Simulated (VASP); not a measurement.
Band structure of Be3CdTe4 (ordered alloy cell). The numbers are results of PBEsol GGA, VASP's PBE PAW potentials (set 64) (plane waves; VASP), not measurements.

Unless said otherwise, spin-orbit coupling is left out, though it shifts the bands of the heavy elements here.

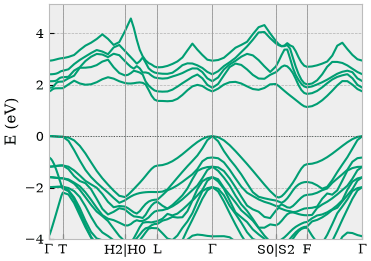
Fig. 1. Bands along high-symmetry lines, zero at the valence-band maximum or, without a gap, the Fermi level

### Question
Read the plot: is there a gap, and where are the band edges?

### Answer
The gap is indirect, 1.13 eV, from the valence maximum at Γ to the conduction minimum at F. (Edges off the drawn lines would not show.)

The structure was generated: Be3CdTe4 was put into an ordered model structure (R3m), which need not be its known phase. It was relaxed first.
